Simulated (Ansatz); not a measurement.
The parent structure is SiO$_{2}$ in the rutile structure (space group P4_2/mnm, No. 136; a = 4.1549 Å, c = 2.6615 Å).

Now apply this change: the cell is scaled by 0.9700 in all directions; the atoms relax in the strained cell.

Computed with LDA (Ansatz, a quantum-chemistry and plane-wave program, PAW, no SOC).

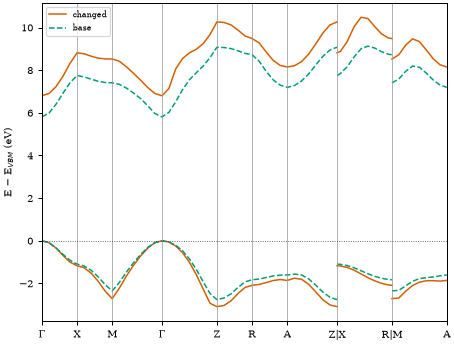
Figure. Highest valence and lowest conduction band along the path, each from its own valence-band maximum

Task: From the figure, how large is the changed gap, and is it direct?

Result: About 6.8 eV, direct at Γ.

Whether these cells are dynamically stable was not tested.
